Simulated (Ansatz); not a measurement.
KBr (rock salt)

```xyz
2
Lattice="0.0000 3.3044 3.3044 3.3044 0.0000 3.3044 3.3044 3.3044 0.0000" Properties=species:S:1:pos:R:3 pbc="T T T"
K      0.0000     0.0000     0.0000
Br     3.3044     3.3044     3.3044
```

Equation-of-state scan: isotropic scaling of the cell above, V₀ being its volume. Symmetry pins the atoms to their sites.

Calculation: r2SCAN (plane waves to 500 eV, PAW, scalar-relativistic; Ansatz, an electronic-structure program). k mesh 9×9×9 (Γ-centred), Fermi-Dirac smearing 0.05 eV. The energy includes the smearing's −TS. KBr was relaxed with its symmetry unable to fall. ΔE is measured from the relaxed starting cell.

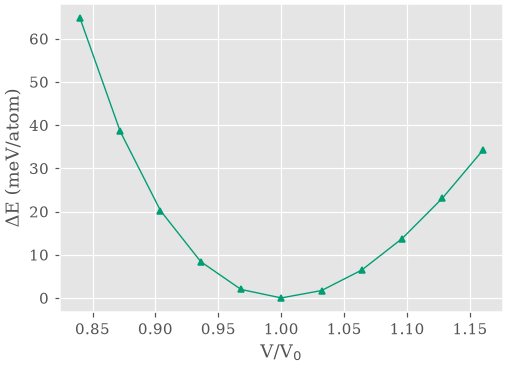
Figure: ΔE (meV/atom) against V/V₀; one marker a computed point.

**Question.** What is ΔE at V/V₀ = 1.160?

**Answer.** About 34 meV/atom.

**Question.** What is ΔE at V/V₀ = 0.840?

**Answer.** About 65 meV/atom.

**Question.** What bulk modulus B₀ follows from a third-order Birch-Murnaghan fit?

**Answer.** About 16 GPa.

(Under strain, the slope of the energy per volume gives the stress and its curvature an elastic modulus.)
